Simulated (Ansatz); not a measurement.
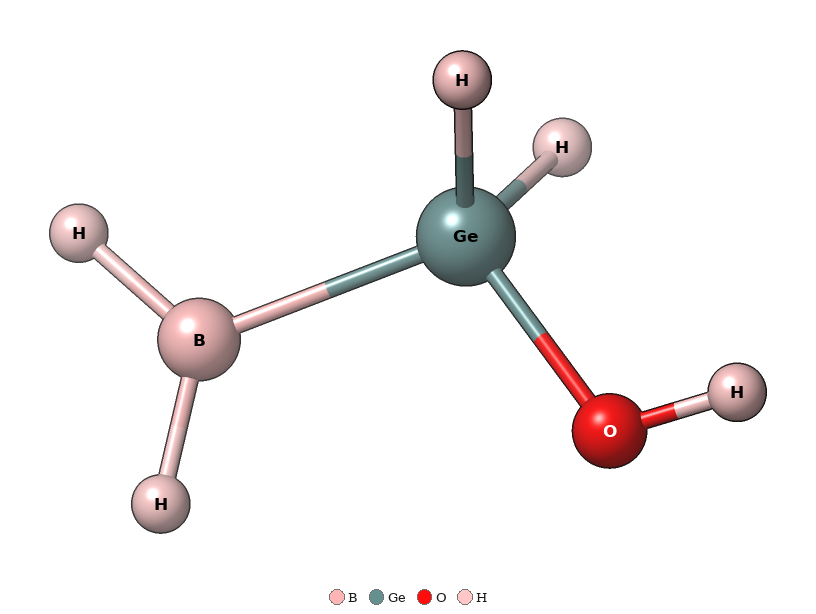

Distant atoms are faded towards the background colour. The computed structure is the end point of a PBE0-D4/def2-TZVP optimisation.

> Which symmetry elements does this geometry have?

It has 1 mirror plane, so the point group is Cs. The group has 2 operations. The geometry is achiral, and symmetry allows a dipole moment.
